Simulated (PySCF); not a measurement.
# C6H10 (SMILES C1CC1C1CC1): levels of theory compared

We compute a comparison of 3 runs (HF/STO-3G, HF/3-21G, M06-2X/6-31G*) of C6H10. 

The results are computed with PySCF 2.14.0.

2 further runs of the same task are left out: 2 set aside as unsound or not needed.

### 1 Starting point

C6H10 has 16 atoms, charge 0, and is taken as a singlet. As SMILES, `C1CC1C1CC1`. The shape is that of a GFN2-xTB optimisation. This is one conformer, not always the lowest.

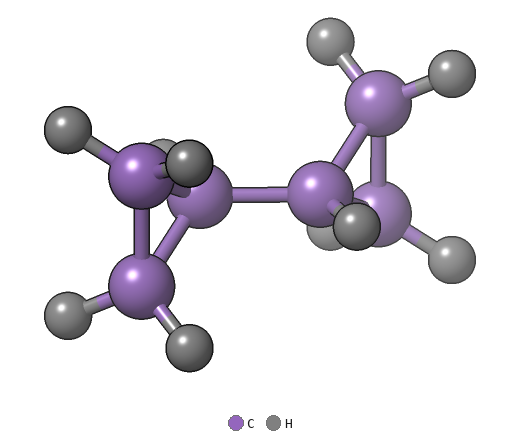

Viewed from a chosen angle; carbon purple, hydrogen grey.

### 2 A single-point energy at HF/STO-3G (run 1)

The input, run.py:

```python
from pyscf import gto

mol = gto.M(
    atom='''
C        1.042290      -1.341140      -1.017460
C        1.564330      -1.156680       0.374620
C        0.167470      -0.726180       0.035180
C       -0.166140       0.727470      -0.032950
C       -1.562620       1.156450      -0.376100
C       -1.044850       1.340930       1.017600
H        0.818400      -2.341050      -1.356150
H        1.428520      -0.697520      -1.793380
H        1.700100      -2.029930       0.994280
H        2.304200      -0.388550       0.541430
H       -0.639920      -1.338560       0.419180
H        0.642110       1.340300      -0.414290
H       -2.300650       0.386940      -0.545640
H       -1.697940       2.029660      -0.995900
H       -0.823090       2.341300       1.357280
H       -1.432220       0.696560       1.792300
''',
    verbose=4,
    basis='sto-3g',
    max_memory=1860,
    spin=0,
)

mf = mol.RHF()
mf.conv_tol = 1e-10
mf.kernel()
if not mf.converged:
    mf = mf.newton().run(mf.mo_coeff, mf.mo_occ)

e_tot = mf.e_tot
print('Final energy', e_tot)
```

On the command line:

```
OMP_NUM_THREADS=1 python run.py
```

The program printed:

```text
PySCF version 2.14.0

[... 66 lines left out ...]
converged SCF energy = -230.192104127836
Final energy -230.19210412783627
```

Run time: 1.6 s. Hardware: 1 thread of Intel Xeon at 2.70GHz, shared host; peak memory 0.12 GiB.

### 3 The energy at HF/3-21G (run 2)

The input, input.py:

```python
from pyscf import gto

mol = gto.M(
    atom='''
C    1.042290  -1.341140  -1.017460
C    1.564330  -1.156680   0.374620
C    0.167470  -0.726180   0.035180
C   -0.166140   0.727470  -0.032950
C   -1.562620   1.156450  -0.376100
C   -1.044850   1.340930   1.017600
H    0.818400  -2.341050  -1.356150
H    1.428520  -0.697520  -1.793380
H    1.700100  -2.029930   0.994280
H    2.304200  -0.388550   0.541430
H   -0.639920  -1.338560   0.419180
H    0.642110   1.340300  -0.414290
H   -2.300650   0.386940  -0.545640
H   -1.697940   2.029660  -0.995900
H   -0.823090   2.341300   1.357280
H   -1.432220   0.696560   1.792300
''',
    max_memory=1860,
    basis='3-21g',
    spin=0,
    verbose=3,
)

hf = mol.RHF()
hf.conv_tol = 1e-10
hf.kernel()
if not hf.converged:
    hf = hf.newton().run(hf.mo_coeff, hf.mo_occ)

etot = hf.e_tot
print('E = %.10f Eh' % etot)
```

On the command line:

```
OMP_NUM_THREADS=1 python input.py
```

The program printed:

```text
converged SCF energy = -231.652044730067
E = -231.6520447301 Eh
```

Run time: 1.5 s. Hardware: 1 thread of Intel Xeon at 2.70GHz, shared host; peak memory 0.15 GiB.

### 4 A single-point energy at M06-2X/6-31G(d) (spherical functions) (run 3)

The input, input.py:

```python
from pyscf import gto, dft

mol = gto.Mole()
mol.atom = '''
C      1.042290    -1.341140    -1.017460
C      1.564330    -1.156680     0.374620
C      0.167470    -0.726180     0.035180
C     -0.166140     0.727470    -0.032950
C     -1.562620     1.156450    -0.376100
C     -1.044850     1.340930     1.017600
H      0.818400    -2.341050    -1.356150
H      1.428520    -0.697520    -1.793380
H      1.700100    -2.029930     0.994280
H      2.304200    -0.388550     0.541430
H     -0.639920    -1.338560     0.419180
H      0.642110     1.340300    -0.414290
H     -2.300650     0.386940    -0.545640
H     -1.697940     2.029660    -0.995900
H     -0.823090     2.341300     1.357280
H     -1.432220     0.696560     1.792300
'''
mol.max_memory = 1860
mol.basis = '6-31g*'
mol.verbose = 3
mol.build()

mf = dft.RKS(mol, xc='m06-2x')
mf.conv_tol = 1e-10
mf.grids.level = 5
mf.kernel()
if not mf.converged:
    mf = mf.newton().run(mf.mo_coeff, mf.mo_occ)

energy = mf.e_tot
print('Final energy', energy)
```

On the command line:

```
OMP_NUM_THREADS=1 python input.py
```

The program printed:

```text
converged SCF energy = -234.476245607124
Final energy -234.47624560712353
```

It took 57 s on 1 thread of Intel Xeon at 2.70GHz, shared host; peak memory 0.61 GiB.

### 5 All runs side by side

| run | level | integration grid | energy (Eh) | dipole moment (D) | HOMO energy (eV) | LUMO energy (eV) | wall time |
| --- | --- | --- | --- | --- | --- | --- | --- |
| 1 | HF/STO-3G | – | -230.192104 | 0.00 | -8.96 | 12.37 | 1.6 s |
| 2 | HF/3-21G | – | -231.652045 | 0.00 | -10.00 | 6.93 | 1.5 s |
| 3 | M06-2X/6-31G* (spherical functions) | 5 | -234.476246 | 0.00 | -8.12 | 3.64 | 57 s |

### 6 Outcome

| quantity | value |
| --- | --- |
| run 3: total energy | -234.47625 Eh |
| run 3: dipole moment | 0.00 D |
| run 3: HOMO energy | -8.12 eV |
| run 3: LUMO energy | 3.64 eV |
| run 3: HOMO–LUMO gap | 11.77 eV |

The HOMO–LUMO gap runs from 11.77 eV (M06-2X/6-31G*) to 21.33 eV (HF/STO-3G). The two ends differ in method and basis. In run 1 the basis is minimal, so the values are rough. All runs together took 60 s, the longest 57 s.
